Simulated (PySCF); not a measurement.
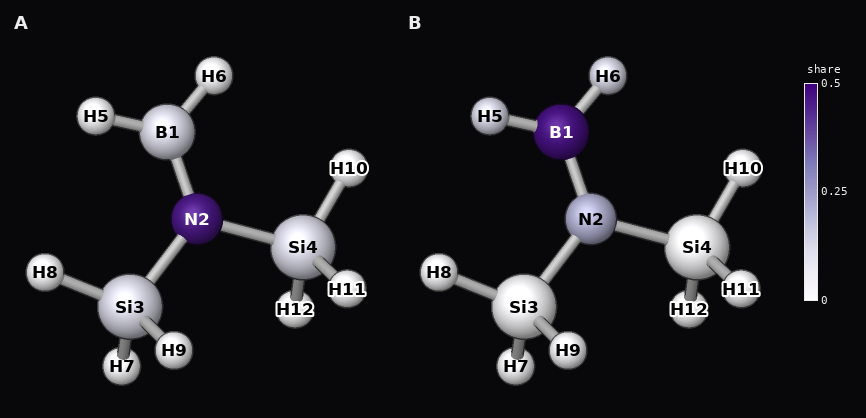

Each panel colours the atoms by their Löwdin share in one orbital (up to four of the largest shares; other atoms are shown as zero). Computed geometry: GFN2-xTB optimisation. No frequency run is at hand to confirm it as a minimum. Level of theory: ωB97X-D/def2-SVPD (PySCF 2.14.0).

The panels show the HOMO, LUMO, in some order. Which is which?

Answer. A: HOMO, −10.30 eV; N2 0.46, B1 0.10, Si3 0.10, Si4 0.10
B: LUMO, 1.56 eV; B1 0.47, N2 0.20, H5 0.12, H6 0.12

The geometry is semi-empirical. Around B, Si such bond lengths and angles can be off by a tenth of an ångström or more and by several degrees, and values that hang on the shape move with them.
